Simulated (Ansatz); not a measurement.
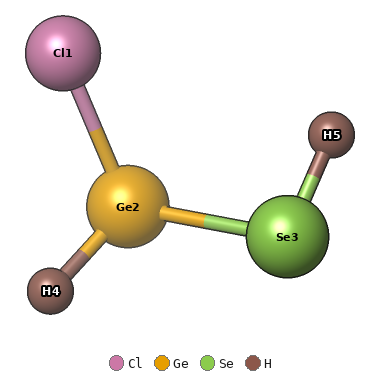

The system is ClGeH₂Se, SMILES [Cl][GeH][SeH], spin multiplicity 2; the picture shows the reference structure. First axis: angle Cl1–Ge2–Se3. Second axis: dihedral Cl1–Ge2–Se3–H5. Nothing is relaxed (all other coordinates rigid). The scan uses a 9 × 9 grid. Points are written as (first, second). Energies are in eV, from the lowest grid point. Energies and slopes of some neighbouring points disagree (a jump in structure or state, or too coarse a mesh). Method: Ansatz, UKS PBE0-D4/def2-SVP.

Its coordinates:

```xyz
5

Cl   -2.1517    0.0007   -0.1642
Ge   -0.1318   -0.8078   -0.3013
Se    1.4578    0.8293    0.2816
H    -0.0087   -1.9061    0.7956
H     0.8843    1.8103   -0.6531
```

Range: angle Cl1–Ge2–Se3 from 75.6 to 145.6°; dihedral Cl1–Ge2–Se3–H5 from −180 to 140°.

What will the energy surface look like?

The lowest grid point is at (110.6°, −60°). Other grid points that lie below all their neighbours: (101.9°, −180°) (0.06 eV higher). The highest grid point, (75.6°, 100°), lies 1.50 eV above the lowest.

| dihedral Cl1–Ge2–Se3–H5 ↓, angle Cl1–Ge2–Se3 → | 75.6 | 84.4 | 93.1 | 101.9 | 110.6 | 119.4 | 128.1 | 136.9 | 145.6 |
| --- | --- | --- | --- | --- | --- | --- | --- | --- | --- |
| 140 | 1.09 | 0.51 | 0.22 | 0.08 | 0.06 | 0.13 | 0.26 | 0.46 | 0.70 |
| 100 | 1.50 | 0.76 | 0.38 | 0.19 | 0.12 | 0.14 | 0.24 | 0.41 | 0.62 |
| 60 | 1.35 | 0.75 | 0.40 | 0.22 | 0.16 | 0.19 | 0.30 | 0.47 | 0.70 |
| 20 | 1.43 | 0.65 | 0.29 | 0.14 | 0.12 | 0.19 | 0.33 | 0.53 | 0.80 |
| −20 | 1.44 | 0.59 | 0.21 | 0.06 | 0.03 | 0.10 | 0.24 | 0.44 | 0.69 |
| −60 | 1.32 | 0.61 | 0.24 | 0.06 | 0.00 | 0.03 | 0.14 | 0.31 | 0.53 |
| −100 | 1.42 | 0.73 | 0.35 | 0.15 | 0.08 | 0.10 | 0.20 | 0.37 | 0.59 |
| −140 | 1.06 | 0.54 | 0.27 | 0.14 | 0.12 | 0.18 | 0.32 | 0.52 | 0.77 |
| −180 | 0.82 | 0.36 | 0.14 | 0.06 | 0.07 | 0.17 | 0.33 | 0.55 | 0.82 |

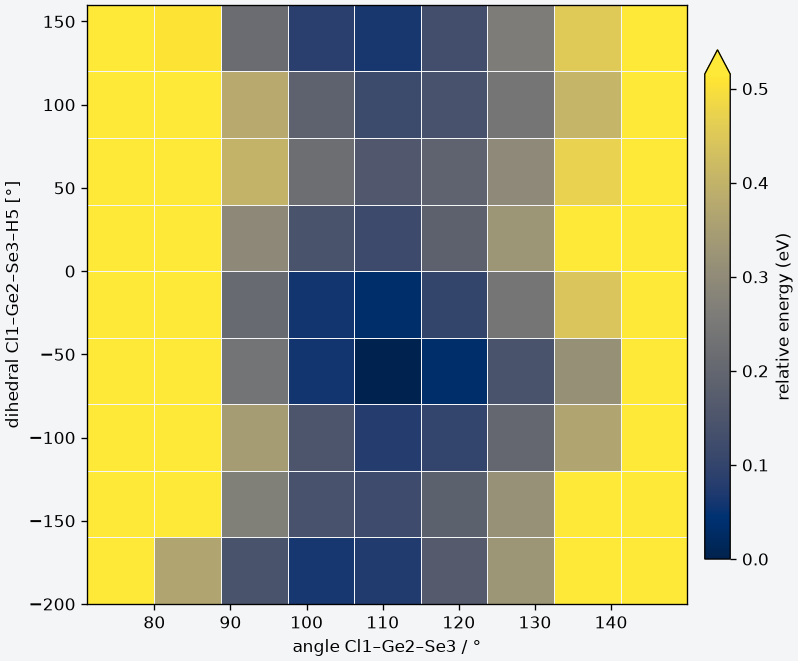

In the figure: one coloured cell a grid point, one colour for all values above the top of the scale.

Each point was launched as `ansatz run input.yaml --threads 1 --pin off --max-ram 2560MiB --backend cpu --events-out ev --progress --plain --runs-dir out`. The whole map (81 points run) took 12 min on 1 thread of Intel(R) Xeon(R) Platinum 8488C (Sapphire Rapids) (shared host).
